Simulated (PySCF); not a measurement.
Run report: GePH$_{4}$Cl, single-point calculation

The run: single-point calculation of GePH$_{4}$Cl, multiplicity 3. Method and program: BLYP/aug-cc-pVDZ, UKS (PySCF 2.14.0).

The geometry is that of the parent species in another charge or spin state. The geometry comes from this level: GFN2-xTB.

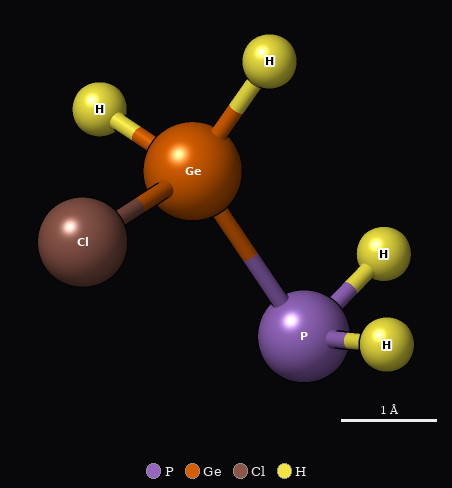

The input geometry (ball-and-stick view, seen at a tilt). Sticks mark near contacts.

## Key numbers

| quantity | value |
| --- | --- |
| outcome | converged |
| total energy | −2880.818788 hartree |
| basis functions | 126 |
| ⟨S²⟩ | 2.003 |
| dipole moment | 1.84 D |
| hardware | 1 thread of Arm Neoverse N1, 24 GiB of memory available, shared host |
| wall time | 3.9 min |
| peak memory | 0.78 GiB |

## The input (calc.py)
```python
from pyscf import gto, dft

mol = gto.M(
    atom='mol.xyz',
    max_memory=1860,
    spin=2,
    verbose=3,
    basis='aug-cc-pvdz',
)

calc0 = dft.UKS(mol)
calc0.xc = 'blyp'
calc0.conv_tol = 1e-10
calc0.grids.level = 8
calc0.kernel()
if not calc0.converged:
    calc0 = calc0.newton().run(calc0.mo_coeff, calc0.mo_occ)

etot = calc0.e_tot
print('Final energy', etot)
```

## File mol.xyz
```
7
ClGeH4P
P     -0.848280     0.159240    -1.350800
Ge     0.627510    -0.161770     0.396700
Cl     1.884440     1.522000     0.563350
H     -1.663390    -0.887510    -0.937300
H     -1.581720     1.096660    -0.630550
H      0.036210    -0.374130     1.787390
H      1.545220    -1.354480     0.171220
```

Command:
```bash
OMP_NUM_THREADS=1 python calc.py
```

## What the program printed
```
WARN: HOMO -0.0646804340194045 >= LUMO -0.272332026519598

WARN: HOMO -0.104507898581697 >= LUMO -0.176468674714126

WARN: HOMO -0.0693200293903224 >= LUMO -0.243733232323524

WARN: HOMO -0.0764296830898938 >= LUMO -0.253678783833756

WARN: HOMO -0.076850138606551 >= LUMO -0.251721381253592

WARN: HOMO -0.0762061627574711 >= LUMO -0.250935998511144

WARN: HOMO -0.0761643565548886 >= LUMO -0.249690791324021

WARN: HOMO -0.0766375849452077 >= LUMO -0.25005367039529

WARN: HOMO -0.0764842070775473 >= LUMO -0.249775171940386

WARN: HOMO -0.0765243398788336 >= LUMO -0.249787701131951

WARN: HOMO -0.0765337128356047 >= LUMO -0.249797944366846

WARN: HOMO -0.0765280695277175 >= LUMO -0.249790323671075

WARN: HOMO -0.0765284757382059 >= LUMO -0.249791668010864

WARN: HOMO -0.0765289810320073 >= LUMO -0.249791941987468

WARN: HOMO -0.07652895069891 >= LUMO -0.249792102930804

converged SCF energy = -2880.81878790011  <S^2> = 2.0033801  2S+1 = 3.0022525
Final energy -2880.8187879001125
```
